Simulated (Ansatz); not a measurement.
# C3H9BN2: the cost of one run

All numbers are computed with the Python package of Ansatz 0.2.0. Level of theory: PBE0/6-31G*.

## Step 1: The system

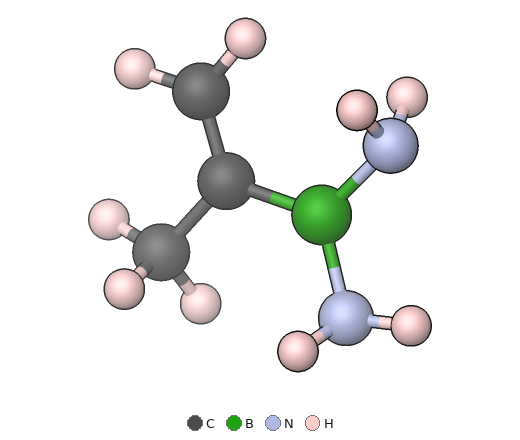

The structure that the script starts from, seen from a chosen angle (carbon dark grey, boron green, nitrogen light blue, hydrogen pink).

The script holds or builds the structure itself.

## Step 2: The script

File run_energy.py:

```python
# -*- coding: utf-8 -*-
"""Single point of C3H9BN2 in a Gaussian basis."""

import ansatz as az
from ase import Atoms

atoms = Atoms(["C", "C", "C", "B", "N", "N", "H", "H", "H", "H", "H", "H", "H", "H", "H"], positions=[
    (-1.4387, 1.0125, 0.4688),
    (-0.6645, 0.02, 0.002),
    (-1.2792, -1.3087, -0.3517),
    (0.9087, 0.195, -0.1135),
    (1.7646, -0.9751, -0.586),
    (1.5822, 1.5244, 0.2157),
    (-1.0265, 1.9743, 0.7556),
    (-2.5111, 0.8788, 0.5748),
    (-0.8206, -1.7109, -1.2798),
    (-1.1092, -2.0272, 0.4774),
    (-2.3727, -1.2189, -0.5287),
    (2.7603, -0.6594, -0.6005),
    (1.6959, -1.7192, 0.1442),
    (1.1494, 2.2588, -0.3883),
    (1.3613, 1.7557, 1.2101),
])
molecule = az.Crystal.molecule_from_ase(atoms)

calculation = (
    molecule.calculation()
    .basis(gaussian="6-31G*")
    .functional("pbe0")
    .accuracy("medium")
)
out = calculation.run()
data = out.report

print("reference energy %16.6f eV" % data["reference_energy_ev"])
print("total energy     %16.6f eV" % data["free_energy_ev"])
print("occupied (up, down):", data["n_occupied"], " virtual:", data["n_virtual"], " frozen:", data["n_frozen"])

field = data["mean_field"]
print("<S^2> =", round(abs(field["state"]["spin_squared"]), 4), " relativity:", field["relativity"])
print("passes:", field["passes"])
if "symmetry" in field:
    print("occupied orbitals by irrep:", field["symmetry"]["occupied"])
```

## Step 3: Launch

Command:

```bash
python run_energy.py
```

What time and memory should one allow on 1 thread of Arm Neoverse V1, shared host?

About 4.8 s, with a peak of 0.28 GiB.
